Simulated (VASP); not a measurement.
Band structure of Cd3HgSe4 (ordered alloy cell). All values below come from PBEsol GGA, VASP's PBE PAW potentials (set 64) (plane waves; VASP).

Unless said otherwise, spin-orbit coupling is left out, though it shifts the bands of the heavy elements here.

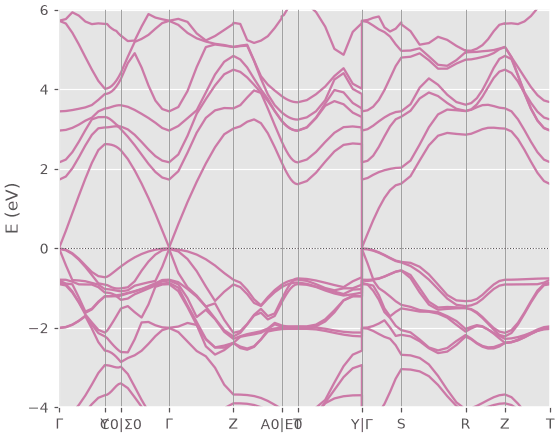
*Bands along high-symmetry lines, zero at the valence-band maximum or, without a gap, the Fermi level*

Read the plot: is there a gap, and where are the band edges?

The gap is direct, 0.02 eV, from the valence maximum at Γ to the conduction minimum at Γ. (Edges off the drawn lines would not show.)

The structure was generated: Cd3HgSe4 was put into an ordered model structure (Amm2), which need not be its known phase. It was relaxed first.
